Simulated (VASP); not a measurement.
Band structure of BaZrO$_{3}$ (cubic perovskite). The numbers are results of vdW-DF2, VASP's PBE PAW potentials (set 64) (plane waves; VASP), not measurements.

Unless said otherwise, spin-orbit coupling is left out, though it shifts the bands of the heavy elements here.

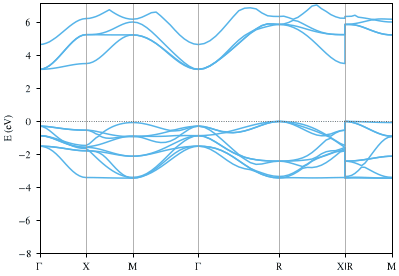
Fig. 1. Bands along high-symmetry lines, zero at the valence-band maximum or, without a gap, the Fermi level

Q: Read the plot: is there a gap, and where are the band edges?

A: The gap is indirect, 3.15 eV, from the valence maximum at R to the conduction minimum at Γ. (Edges off the drawn lines would not show.)

The compound is BaZrO3 in the cubic perovskite structure. It was relaxed first, which changed the volume by +8 %.
